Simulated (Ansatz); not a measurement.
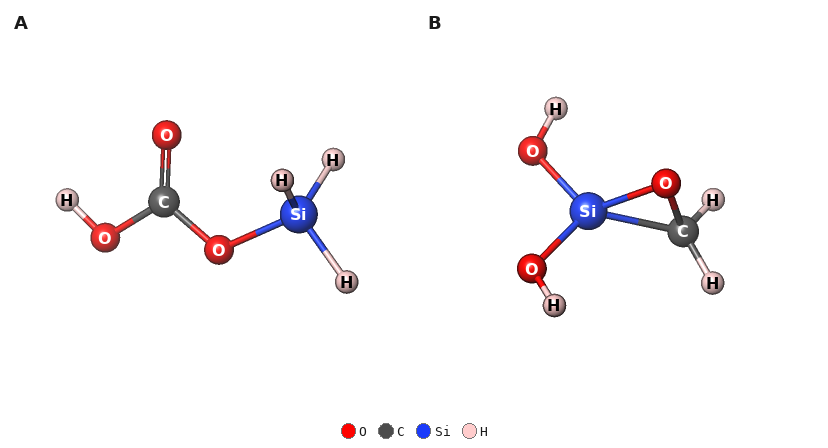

2 stationary structures of one formula. Geometries: PBE0-D4/def2-TZVP. Electronic energies: CCSD(T)/CBS (MP2 limit from def2-TZVPP and def2-QZVPP plus CCSD(T) − MP2) (Ansatz 0.2.0), without zero-point energy.

Rank them by energy, lowest first.

B is lowest (a minimum); A lies 28.0 kcal/mol above it (a minimum). A is `O=C(O)O[SiH3]`, B is `O[Si]1(O)CO1`.
